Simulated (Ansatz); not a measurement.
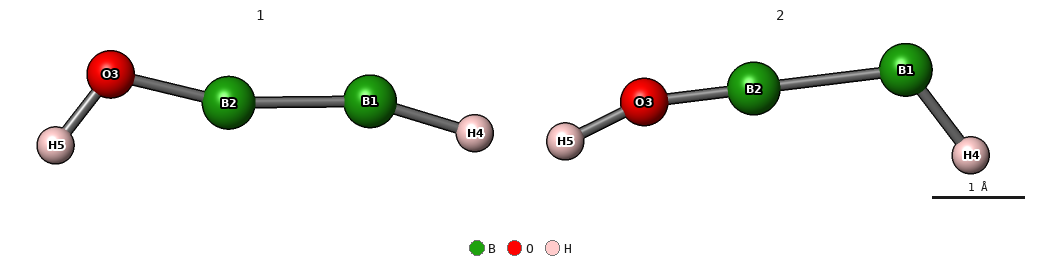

Two geometries of B2H2O, drawn at one scale. One is the start of a relaxation, the other its converged end. The picture is a ball-and-stick view, seen face on.

Computed with Ansatz, RKS PBE-D4/def2-SVP. Settings: force threshold 0.03 eV/Å; at most 250 steps.

Which one is relaxed?

Answer. Structure 1 is the relaxed one. It is one of the separated reactants of a reaction. B1 moves most after the best rigid fit: 0.39 Å. Largest moves by element: B 0.39 Å, H 0.36 Å, O 0.34 Å. Near-neighbour distances that change, for instance: B2–O3 1.203 → 1.328 Å, B1–B2 1.670 → 1.548 Å, O3–H5 0.970 → 0.979 Å, B1–H4 1.191 → 1.198 Å. Among the angles between lasting bonds that change: B2–O3–H5 160.1° → 114.4°, B2–B1–H4 120.3° → 162.6°, B1–B2–O3 180.0° → 166.0°. The energy falls by 1.130 eV in 8 accepted moves (10 points after the start). The largest force component goes from 5.5 to 0.016 eV/Å. The line search rejected the trial steps at points 7, 9 of the run.
